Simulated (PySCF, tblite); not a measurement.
# C₆H₉N: dynamics, then NMR shifts on frames

Aim: move C₆H₉N (`[H]/N=C(\C=C)CC=C`) away from its starting geometry and see how NMR shifts follow the geometry.

The runs use tblite 0.8.0 and PySCF 2.14.0, with density-fitted response routines of our own; the level of theory stands in each step. All values are computed, except where a source is named. Atoms count from 0, in the outputs and in this text.

## Step 1: The molecule as given

16 atoms, charge 0, multiplicity 1; geometry from: GFN2-xTB.

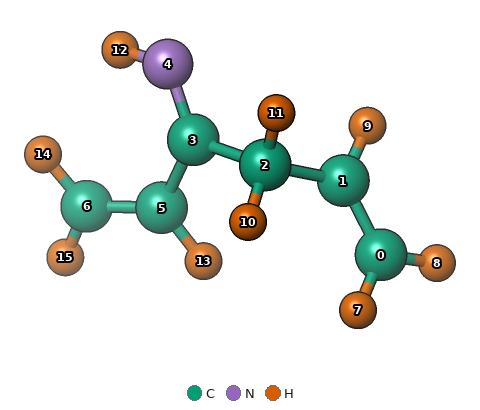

As it starts; carbon teal, nitrogen purple, hydrogen orange, atoms numbered.

## Step 2: A short Langevin run with GFN2-xTB

Job settings and geometry (Å):

```
{"job": {"kind": "md", "xc": "GFN2-xTB", "basis": "xTB", "temperature": 400, "steps": 2000, "every": 50, "frames": 5}, "charge": 0, "multiplicity": 1}
C      0.981663     0.051229     2.315070
C      0.389874    -0.774862     1.472936
C      0.825193    -0.998612     0.056733
C     -0.249323    -0.521476    -0.888632
N     -0.896736    -1.390536    -1.536694
C     -0.442918     0.937823    -0.925854
C     -1.058474     1.581263    -1.908859
H      1.852352     0.623017     2.035118
H      0.631134     0.184344     3.324416
H     -0.483164    -1.338374     1.774151
H      1.752246    -0.456310    -0.141522
H      0.978507    -2.064587    -0.118321
H     -1.628440    -1.022292    -2.141396
H     -0.027105     1.482160    -0.088388
H     -1.458243     1.064512    -2.768246
H     -1.174167     2.651645    -1.907075
```

Level: GFN2-xTB Langevin dynamics, gas phase.

Command:

```console
> OMP_NUM_THREADS=1 python probes_run.py task.json out
```

One launch serves the whole session: the jobs run in the order shown.

What it wrote:

```text
t/fs     T/K      E/eV
    0.0   325.3   -551.36065
   25.0   144.5   -550.88277
   50.0   251.8   -551.01442
   75.0   183.9   -550.85817
  100.0   269.1   -551.00914
  125.0   284.5   -550.97607
  150.0   190.7   -550.78551
  175.0   319.4   -550.84280
  200.0   342.0   -550.75695
  225.0   381.1   -550.71387
  250.0   325.8   -550.78339
  275.0   343.7   -550.84314
  300.0   266.4   -550.57025
  325.0   437.3   -550.78918
  350.0   375.7   -550.77820
  375.0   365.1   -550.67568
  400.0   421.6   -550.73218
  425.0   362.5   -550.64533
  450.0   416.3   -550.77617
  475.0   313.8   -550.53393
  500.0   494.7   -550.66152
  525.0   334.1   -550.46266
  550.0   381.1   -550.42719
  575.0   392.9   -550.53334
  600.0   463.4   -550.34764
  625.0   434.8   -550.26565
  650.0   398.8   -550.49562
  675.0   366.8   -550.44289
  700.0   525.3   -550.74826
  725.0   295.2   -550.34534
  750.0   451.6   -550.61826
  775.0   416.2   -550.49857
  800.0   460.4   -550.52203
  825.0   538.7   -550.81291
  850.0   403.2   -550.64881
  875.0   270.6   -550.16468
  900.0   500.0   -550.62805
  925.0   458.6   -550.44365
  950.0   462.5   -550.50640
  975.0   365.5   -550.43673
 1000.0   444.4   -550.71638
```

Wall time 10 s (1 thread of Arm Neoverse V1, shared host); peak memory 0.18 GiB.

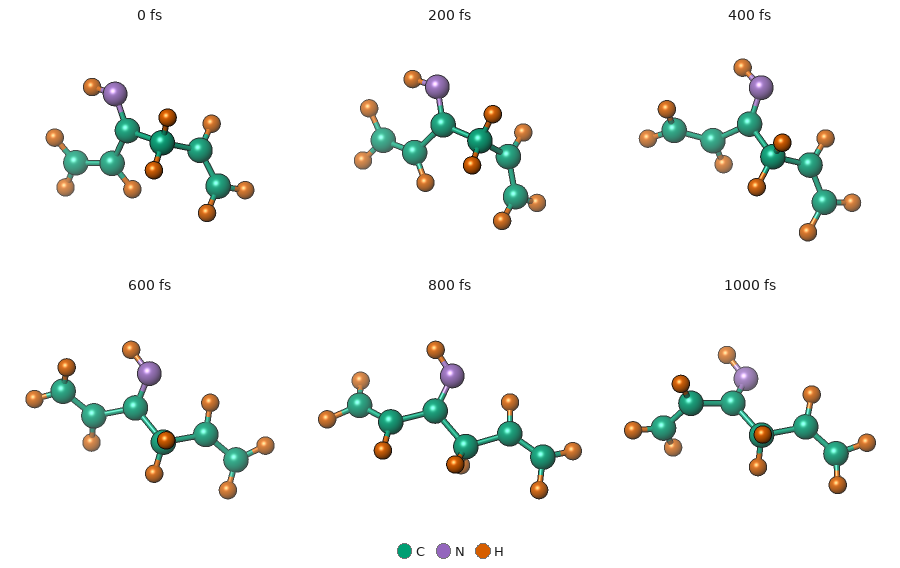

Frames of the run.

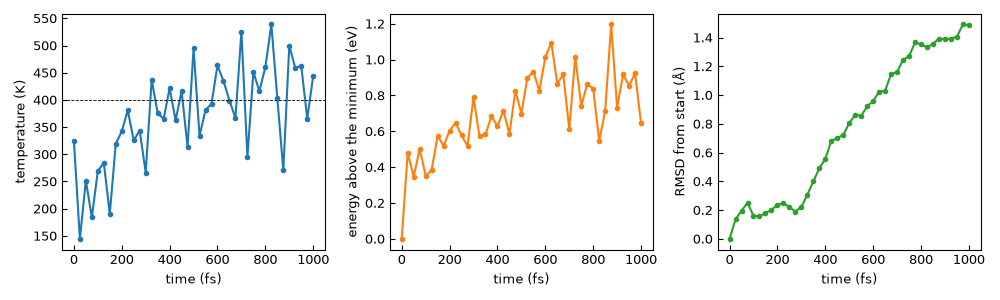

Temperature, potential energy and distance from the start.

Positions (Å) and forces (eV/Å) at 1000 fs:

```xyz
16

C     0.394   -0.092    3.723   -0.491   -1.223    0.556
C    -0.138   -0.520    2.588   -0.623   -0.124    0.553
C     0.134   -0.005    1.207    1.389   -0.893    1.188
C    -0.931   -0.317    0.216   -0.295    0.027    0.093
N    -2.055   -0.669    0.657   -0.477   -0.492   -0.166
C    -0.598   -0.164   -1.212    0.376   -0.466   -0.013
C    -0.641    1.010   -1.774   -0.572    1.300    1.187
H     1.190    0.581    3.928    0.218    0.753   -0.628
H     0.110   -0.588    4.655   -0.074    0.009   -0.340
H    -0.858   -1.341    2.597    0.108    0.353    0.199
H     0.500    0.992    1.372   -0.322    0.780   -0.754
H     1.046   -0.579    0.977   -0.032    0.059   -0.756
H    -2.757   -0.975   -0.034    0.404    0.358    0.208
H    -0.312   -0.967   -1.851    0.086   -0.961    0.126
H    -0.948    1.832   -1.148    0.029    0.399   -0.115
H    -0.446    1.230   -2.771    0.275    0.119   -1.340
```

## Step 3: Nuclear shieldings: 250 fs, PBE0/pcSseg-1

Job settings and geometry (Å):

```
{"job": {"kind": "nmr", "xc": "PBE0", "basis": "pcSseg-1", "pop": false}, "charge": 0, "multiplicity": 1}
C      0.502100     0.610800     2.358100
C     -0.166400    -0.376900     1.831800
C      0.291100    -1.160400     0.603900
C     -0.804700    -1.000200    -0.422900
N     -1.515200    -2.003400    -0.665000
C     -0.798400     0.356700    -1.054400
C     -1.488800     0.802600    -2.135000
H      1.377000     1.091000     1.898900
H      0.056800     1.247700     3.162300
H     -0.977100    -0.889600     2.239400
H      1.181700    -0.790900     0.131800
H      0.440100    -2.236800     0.817600
H     -2.172000    -1.980800    -1.465500
H     -0.096400     0.938600    -0.482500
H     -2.320300     0.328500    -2.633400
H     -1.265500     1.800400    -2.337100
```

Method: GIAO PBE0/pcSseg-1 NMR shielding, non-relativistic, gas phase.

What it wrote:

```text
coarse grid: 13160 points
cycle   1  E = -288.2300097407  dE =  8.315e-01  |g| = 4.699e-01  |ddm| = 3.574e+00
cycle   2  E = -288.1944246567  dE =  3.559e-02  |g| = 6.386e-01  |ddm| = 1.190e+00
cycle   3  E = -288.2818881490  dE = -8.746e-02  |g| = 1.430e-01  |ddm| = 7.422e-01
cycle   4  E = -288.2866093013  dE = -4.721e-03  |g| = 3.152e-02  |ddm| = 1.448e-01
cycle   5  E = -288.2868187657  dE = -2.095e-04  |g| = 1.197e-02  |ddm| = 4.034e-02
cycle   6  E = -288.2868512795  dE = -3.251e-05  |g| = 3.923e-03  |ddm| = 1.211e-02
cycle   7  E = -288.2868551827  dE = -3.903e-06  |g| = 8.768e-04  |ddm| = 4.006e-03
final grid: 126592 points
cycle   8  E = -288.3281855384  dE = -3.955e-05  |g| = 7.512e-03  |ddm| = 3.390e-02
cycle   9  E = -288.3281858693  dE = -3.309e-07  |g| = 7.567e-03  |ddm| = 1.380e-02
cycle  10  E = -288.3282001335  dE = -1.426e-05  |g| = 8.839e-04  |ddm| = 6.897e-03
cycle  11  E = -288.3282002985  dE = -1.650e-07  |g| = 3.115e-04  |ddm| = 9.748e-04
cycle  12  E = -288.3282003187  dE = -2.020e-08  |g| = 8.861e-05  |ddm| = 3.507e-04
cycle  13  E = -288.3282003204  dE = -1.661e-09  |g| = 3.515e-05  |ddm| = 1.002e-04
cycle  14  E = -288.3282003207  dE = -2.627e-10  |g| = 9.865e-06  |ddm| = 2.993e-05
converged SCF energy = -288.3282003207

GIAO shielding tensors (ppm)
atom      isotropic    diamagn.    paramagn.     s11        s22        s33       span
  0 C       64.945     255.345    -190.400    -37.450     75.644    156.642    194.092
  1 C       45.913     254.954    -209.041    -68.213     45.656    160.296    228.509
  2 C      127.482     250.560    -123.079    111.193    122.032    149.220     38.027
  3 C       13.318     253.654    -240.336    -92.856      7.775    125.036    217.891
  4 N      -67.291     319.810    -387.102   -372.062    -77.016    247.205    619.267
  5 C       37.413     260.048    -222.634    -81.972     48.354    145.858    227.830
  6 C       63.561     254.232    -190.671    -56.653     62.162    185.172    241.825
  7 H       25.737      31.079      -5.341     23.269     25.419     28.525      5.257
  8 H       25.812      27.262      -1.450     23.610     24.543     29.283      5.673
  9 H       25.947      32.206      -6.259     22.880     25.718     29.244      6.364
 10 H       29.302      33.076      -3.774     28.075     28.734     31.096      3.020
 11 H       28.081      31.140      -3.059     25.473     26.777     31.993      6.520
 12 H       20.278      32.736     -12.458     13.222     23.034     24.580     11.358
 13 H       24.822      35.356     -10.534     20.388     22.855     31.221     10.833
 14 H       25.271      31.229      -5.958     22.099     25.195     28.520      6.420
 15 H       26.628      31.326      -4.698     23.127     25.414     31.343      8.215
```

Wall time 24 s (1 thread of Arm Neoverse V1, shared host); peak memory 0.75 GiB.

The references, computed at this level on geometries of the same kind, shield at (ppm): ¹H TMS 31.72, ¹³C TMS 186.9, ¹⁵N NH3 267.7. Their shielding less the atom's gives the shift. The references are single molecules in the gas phase, so shifts against H2O, NH3, PH3, H3PO4 or CFCl3 are not on the usual liquid scales and can be off by tens of ppm. Each atom is listed at this fixed geometry, with no averaging over motion; a spectrum would average atoms that exchange fast.

```csv
atoms,environment,σ (ppm),δ (ppm)
C3,"carbon bonded to 2 C, N",13.3,173.6
C5,"carbon bonded to 2 C, H",37.4,149.5
C1,"carbon bonded to 2 C, H",45.9,141.0
C6,"carbon bonded to C, 2 H",63.6,123.4
C0,"carbon bonded to C, 2 H",64.9,122.0
C2,"carbon bonded to 2 C, 2 H",127.5,59.4
H12,hydrogen on a nitrogen bonded to C,20.28,11.44
H13,hydrogen on a carbon bonded to 2 C,24.82,6.90
H14,hydrogen on a carbon bonded to C,25.27,6.45
H7,hydrogen on a carbon bonded to C,25.74,5.98
H8,hydrogen on a carbon bonded to C,25.81,5.91
H9,hydrogen on a carbon bonded to 2 C,25.95,5.77
H15,hydrogen on a carbon bonded to C,26.63,5.09
H11,hydrogen on a carbon bonded to 2 C,28.08,3.64
H10,hydrogen on a carbon bonded to 2 C,29.30,2.42
N4,"nitrogen bonded to C, H",-67.3,335.0
```

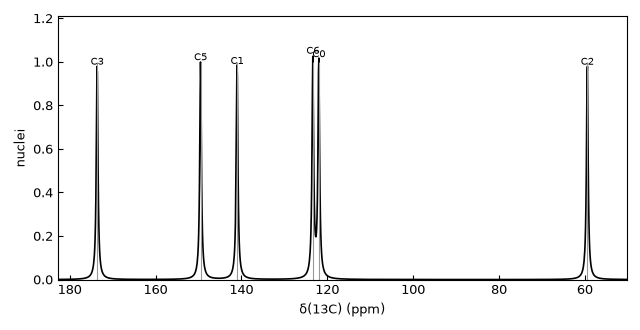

¹³C lines at the computed shifts, without couplings. Lines are broadened to a width of 0.46 ppm (Lorentzian).

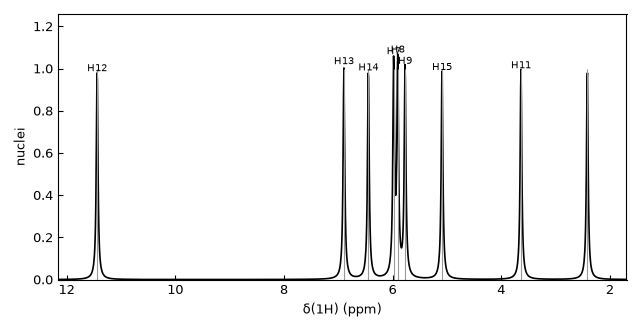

¹H lines at the computed shifts, without couplings. Lines are broadened to a width of 0.04 ppm (Lorentzian).

Orbitals, density, ELF and potential are computed afterwards from the orbital file.

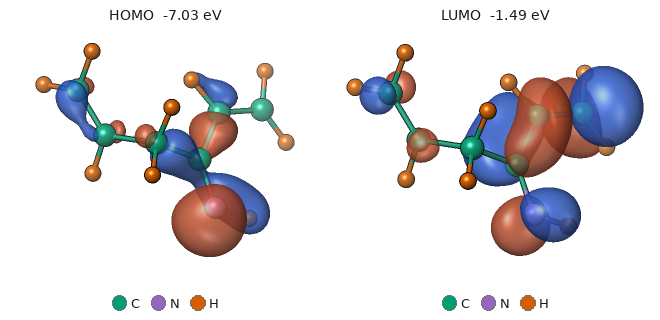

PBE0/pcSseg-1 orbitals near the gap, drawn at the value that encloses 70 % of each; the two colours are the two signs.

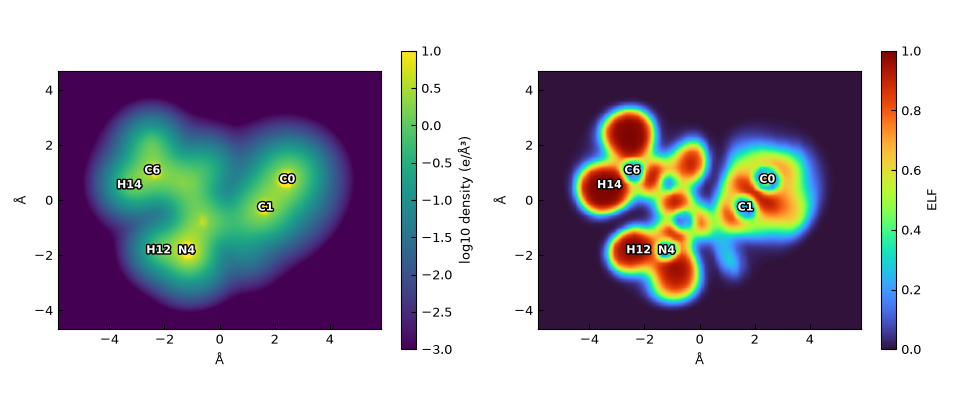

Density (left) and ELF (right) in a plane through or near 6 of the atoms.

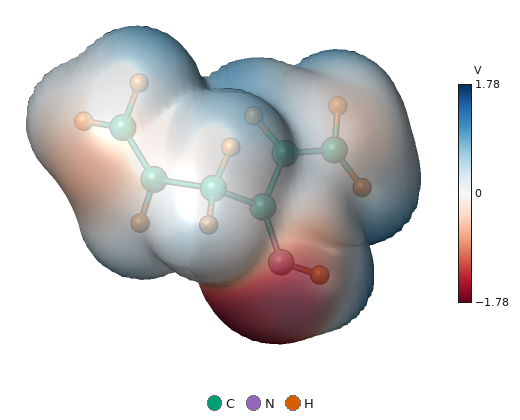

Electrostatic potential on the surface of density 0.002 e/bohr³; red is low, blue high. It runs, from the 1st to the 99th percentile, from -1.78 V near N4 to 1.26 V near H12.

## Step 4: NMR shieldings: 425 fs, PBE0/pcSseg-1

Job settings and geometry (Å):

```
{"job": {"kind": "nmr", "xc": "PBE0", "basis": "pcSseg-1", "pop": false}, "charge": 0, "multiplicity": 1}
C     -0.031700     0.438900     3.105500
C     -0.511600    -0.488700     2.279500
C     -0.149000    -0.674900     0.781700
C     -1.408200    -1.013800    -0.011700
N     -1.929000    -2.137800     0.074500
C     -1.955200     0.077100    -0.747400
C     -1.942900     0.044800    -2.154500
H      0.591600     1.141100     2.695100
H     -0.243000     0.481700     4.171400
H     -1.144900    -1.286200     2.593900
H      0.174900     0.311300     0.350000
H      0.674300    -1.382700     0.769200
H     -2.836900    -2.214900    -0.373200
H     -2.170400     1.060800    -0.275400
H     -1.648900    -0.865700    -2.668600
H     -2.202300     0.868600    -2.803200
```

With the program's defaults for keys left out, this is: GIAO PBE0/pcSseg-1 NMR shielding, non-relativistic, gas phase.

What it wrote:

```text
coarse grid: 13160 points
cycle   1  E = -288.2313133197  dE =  7.776e-01  |g| = 4.617e-01  |ddm| = 3.537e+00
cycle   2  E = -288.1919835500  dE =  3.933e-02  |g| = 6.470e-01  |ddm| = 1.051e+00
cycle   3  E = -288.2815830802  dE = -8.960e-02  |g| = 1.375e-01  |ddm| = 6.498e-01
cycle   4  E = -288.2860219468  dE = -4.439e-03  |g| = 2.995e-02  |ddm| = 1.334e-01
cycle   5  E = -288.2861879629  dE = -1.660e-04  |g| = 1.533e-02  |ddm| = 3.595e-02
cycle   6  E = -288.2862479507  dE = -5.999e-05  |g| = 2.977e-03  |ddm| = 1.368e-02
cycle   7  E = -288.2862501886  dE = -2.238e-06  |g| = 5.736e-04  |ddm| = 2.795e-03
final grid: 126592 points
cycle   8  E = -288.3269148930  dE = -3.495e-05  |g| = 7.224e-03  |ddm| = 2.973e-02
cycle   9  E = -288.3269156793  dE = -7.863e-07  |g| = 7.107e-03  |ddm| = 1.285e-02
cycle  10  E = -288.3269286069  dE = -1.293e-05  |g| = 7.763e-04  |ddm| = 6.519e-03
cycle  11  E = -288.3269287462  dE = -1.393e-07  |g| = 2.357e-04  |ddm| = 7.972e-04
cycle  12  E = -288.3269287600  dE = -1.379e-08  |g| = 5.486e-05  |ddm| = 1.989e-04
cycle  13  E = -288.3269287606  dE = -5.431e-10  |g| = 2.814e-05  |ddm| = 6.380e-05
converged SCF energy = -288.3269287606

GIAO shielding tensors (ppm)
atom      isotropic    diamagn.    paramagn.     s11        s22        s33       span
  0 C       65.452     255.276    -189.824    -51.504     83.387    164.474    215.978
  1 C       32.694     255.167    -222.472    -81.766     39.901    139.948    221.714
  2 C      136.108     249.567    -113.459    120.464    136.146    151.713     31.249
  3 C        5.606     251.384    -245.779   -109.629      3.554    122.892    232.521
  4 N      -80.764     317.218    -397.982   -405.600    -55.888    219.195    624.795
  5 C       23.635     260.077    -236.442   -119.234     35.289    154.850    274.085
  6 C       44.280     253.080    -208.800    -75.810     49.357    159.292    235.101
  7 H       27.112      34.815      -7.703     22.783     26.855     31.697      8.914
  8 H       25.824      27.416      -1.592     22.882     25.369     29.222      6.340
  9 H       25.705      30.753      -5.048     22.888     24.952     29.276      6.388
 10 H       28.017      33.498      -5.481     25.154     28.521     30.377      5.224
 11 H       28.274      32.026      -3.752     24.882     27.607     32.334      7.453
 12 H       21.147      31.579     -10.432     12.276     24.802     26.363     14.087
 13 H       23.674      31.458      -7.784     19.548     23.692     27.781      8.233
 14 H       25.620      31.377      -5.757     20.751     26.035     30.073      9.322
 15 H       25.507      29.458      -3.951     22.280     25.705     28.536      6.255
```

It took 17 s on 1 thread of Arm Neoverse V1, shared host; peak memory 0.81 GiB.

Key values: δ C3 181.3, C5 163.3, C1 154.2, C6 142.6, H12 10.57, H13 8.04 ppm.

## Step 5: NMR shieldings: 625 fs, PBE0/pcSseg-1

Job settings and geometry (Å):

```
{"job": {"kind": "nmr", "xc": "PBE0", "basis": "pcSseg-1", "pop": false}, "charge": 0, "multiplicity": 1}
C     -0.229900    -0.161000     3.367100
C     -0.459100    -0.859100     2.286700
C     -0.006300    -0.269400     0.839300
C     -0.960400    -0.717900    -0.233300
N     -1.562800    -1.823100    -0.117700
C     -1.287600     0.201000    -1.322900
C     -1.690700    -0.376400    -2.451800
H      0.335500     0.722200     3.165800
H     -0.451500    -0.611000     4.334100
H     -0.963100    -1.855900     2.238600
H      0.117300     0.812200     0.899800
H      0.990800    -0.605500     0.605300
H     -2.228700    -2.012100    -0.851400
H     -1.163200     1.291200    -1.098700
H     -1.903200    -1.530500    -2.374400
H     -2.067600     0.161400    -3.436600
```

Level: GIAO PBE0/pcSseg-1 NMR shielding, non-relativistic, gas phase.

What it wrote:

```text
coarse grid: 13160 points
cycle   1  E = -288.2105688423  dE =  7.450e-01  |g| = 4.939e-01  |ddm| = 3.542e+00
cycle   2  E = -288.1578946445  dE =  5.267e-02  |g| = 7.067e-01  |ddm| = 1.214e+00
cycle   3  E = -288.2680153225  dE = -1.101e-01  |g| = 1.506e-01  |ddm| = 7.982e-01
cycle   4  E = -288.2733480069  dE = -5.333e-03  |g| = 3.083e-02  |ddm| = 1.468e-01
cycle   5  E = -288.2735655382  dE = -2.175e-04  |g| = 8.977e-03  |ddm| = 4.056e-02
cycle   6  E = -288.2735817362  dE = -1.620e-05  |g| = 3.967e-03  |ddm| = 9.768e-03
cycle   7  E = -288.2735857062  dE = -3.970e-06  |g| = 5.568e-04  |ddm| = 3.235e-03
final grid: 126592 points
cycle   8  E = -288.3145391162  dE = -3.200e-05  |g| = 6.702e-03  |ddm| = 3.032e-02
cycle   9  E = -288.3145389178  dE =  1.984e-07  |g| = 6.918e-03  |ddm| = 1.256e-02
cycle  10  E = -288.3145508058  dE = -1.189e-05  |g| = 9.684e-04  |ddm| = 6.662e-03
cycle  11  E = -288.3145510109  dE = -2.051e-07  |g| = 2.936e-04  |ddm| = 1.109e-03
cycle  12  E = -288.3145510296  dE = -1.866e-08  |g| = 5.927e-05  |ddm| = 2.755e-04
cycle  13  E = -288.3145510302  dE = -5.759e-10  |g| = 3.830e-05  |ddm| = 8.167e-05
cycle  14  E = -288.3145510305  dE = -3.414e-10  |g| = 6.411e-06  |ddm| = 3.116e-05
converged SCF energy = -288.3145510305

GIAO shielding tensors (ppm)
atom      isotropic    diamagn.    paramagn.     s11        s22        s33       span
  0 C       65.882     256.746    -190.865    -55.319     96.020    156.943    212.261
  1 C       26.931     255.331    -228.400    -91.844     45.858    126.780    218.623
  2 C      135.538     249.005    -113.467    107.888    129.620    169.106     61.217
  3 C        6.987     253.658    -246.672   -111.835      0.985    131.809    243.644
  4 N      -81.448     321.179    -402.627   -436.850    -50.956    243.461    680.311
  5 C       41.935     257.270    -215.334    -76.222     55.649    146.379    222.601
  6 C       47.044     254.399    -207.355    -54.671     44.494    151.309    205.980
  7 H       26.001      32.183      -6.181     22.177     24.466     31.361      9.184
  8 H       25.649      27.137      -1.488     22.243     24.752     29.952      7.709
  9 H       23.818      30.381      -6.563     21.236     22.641     27.577      6.341
 10 H       29.147      33.765      -4.618     26.060     29.906     31.474      5.414
 11 H       28.474      32.218      -3.744     26.139     27.876     31.408      5.268
 12 H       19.620      36.089     -16.469      9.818     22.026     27.017     17.200
 13 H       24.579      31.047      -6.468     21.608     23.931     28.197      6.589
 14 H       23.575      31.413      -7.837     20.110     22.956     27.660      7.549
 15 H       24.252      25.966      -1.714     23.014     23.143     26.597      3.583
```

It took 17 s on 1 thread of Arm Neoverse V1, shared host; peak memory 0.81 GiB.

In short: δ C3 179.9, C1 160.0, C5 145.0, C6 139.9, H12 12.10, H14 8.14 ppm.

[end of part 1 of 2]
